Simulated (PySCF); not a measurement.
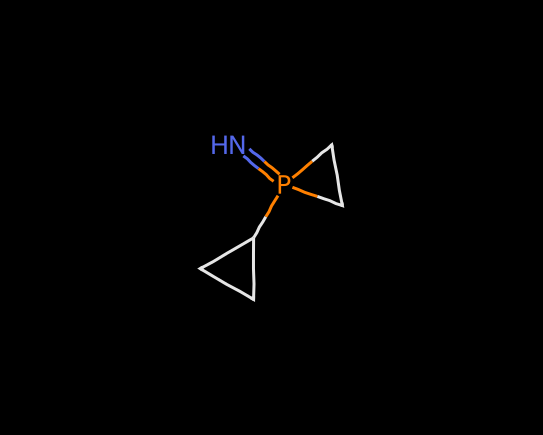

**Write the SMILES.**

N=P1(C2CC2)CC1

**Give the formula, hydrogens included.**

C5H10NP.

**An optimisation with GFN2-xTB gave a structure of which point group?**

C1. Other conformers may differ.

The parts below concern this one geometry. Atoms keep their numbers from picture to picture. The geometry was computed by an optimisation with GFN2-xTB. No frequency run is at hand to confirm it as a minimum.

**Geometry**

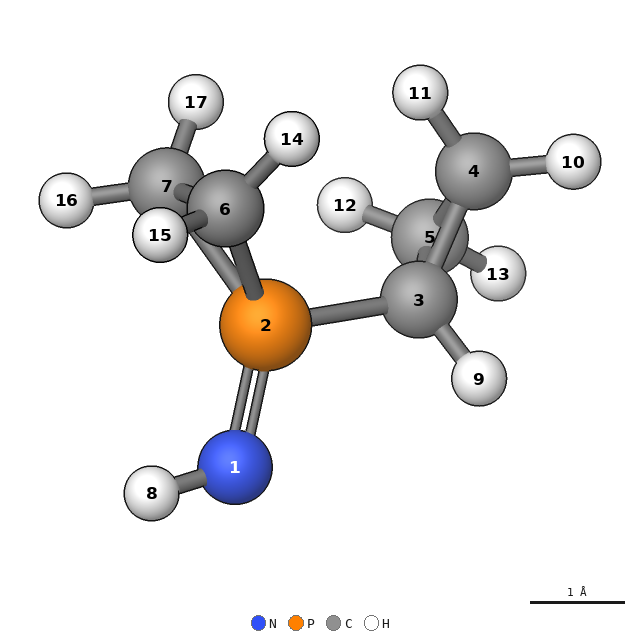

Atoms carry their numbers in the input. No frequency run is at hand to confirm it as a minimum.

List the bonds and their lengths. Leave out bonds to hydrogen.

| bond | length (Å) | order |
| --- | --- | --- |
| N1–P2 | 1.559 | double |
| P2–C3 | 1.801 | single |
| P2–C6 | 1.828 | single |
| P2–C7 | 1.826 | single |
| C3–C4 | 1.496 | single |
| C3–C5 | 1.504 | single |
| C4–C5 | 1.491 | single |
| C6–C7 | 1.566 | single |

**Dipole moment**

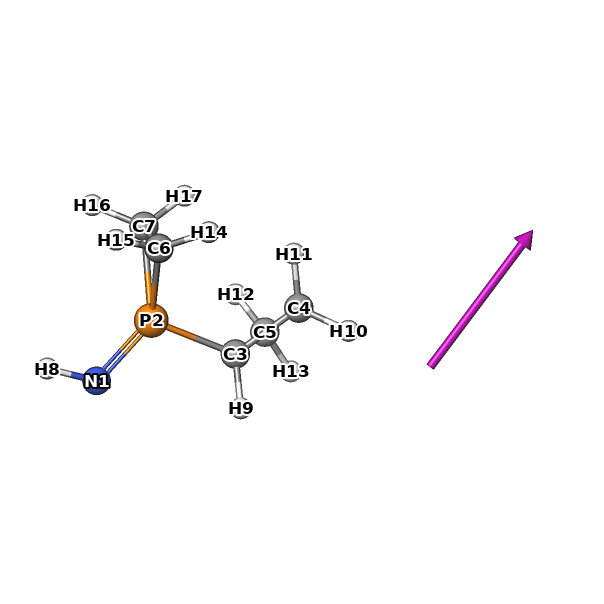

The arrow beside the molecule shows the direction of the dipole moment, from the negative to the positive end (its length means nothing). No frequency run is at hand to confirm it as a minimum. Level of theory: ωB97X-D/def2-SVPD, gas phase (PySCF 2.14.0).

**How large is the dipole moment?**

3.33 D; it points from the side of H8 to the side of H11 (the outermost atoms at the two ends).

**Excitation**

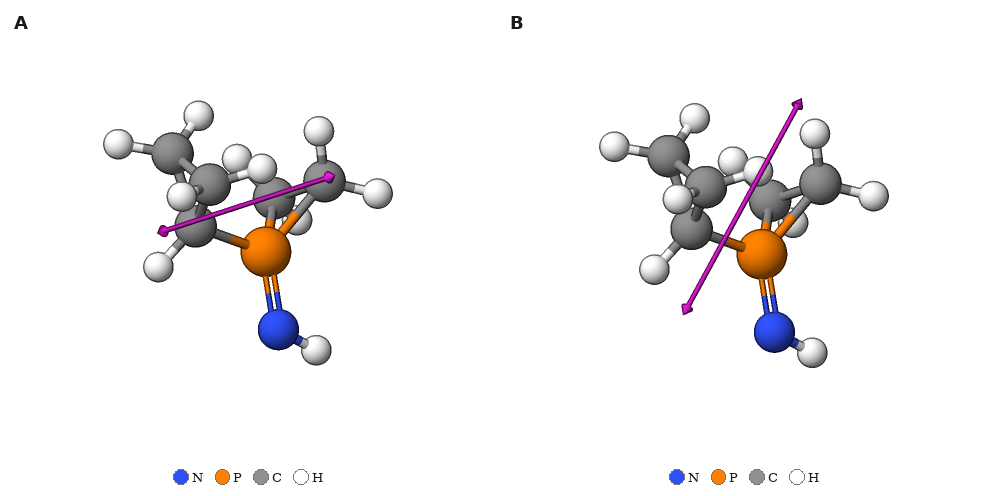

The double arrows show the directions of two transition dipoles from the ground state (lengths mean nothing). No frequency run is at hand to confirm it as a minimum. Method: TDDFT ωB97X-D/def2-SVPD, vertical, gas phase, core orbitals frozen in the response (PySCF 2.14.0).

**One belongs to singlet state 1 and one to singlet state 7. Which is which?**

A: state 1, 5.61 eV (221 nm), oscillator strength 0.024, of mixed character, with the largest part HOMO → LUMO (weight 0.47).
B: state 7, 7.40 eV (168 nm), oscillator strength 0.11, of mixed character, with the largest part HOMO → LUMO+2 (weight 0.19).

**Polarisability**

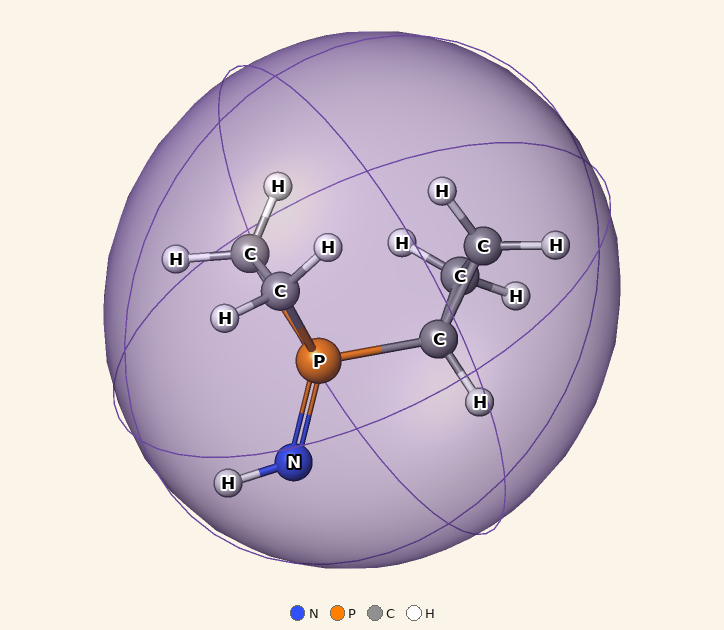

The ellipsoid shows the static dipole polarisability: its half-axes are proportional to the principal values. No frequency run is at hand to confirm it as a minimum. Method: ωB97X-D/def2-SVPD (PySCF 2.14.0).

**Give the principal values, the mean and the anisotropy.**

Principal values 73.8, 91.4, 92.7 bohr³; mean 86.0 bohr³ (12.74 Å³); anisotropy 18.3 bohr³, so the longest axis is 1.26 times the shortest.

The geometry is semi-empirical. Around P such bond lengths and angles can be off by a tenth of an ångström or more and by several degrees, and values that hang on the shape move with them.
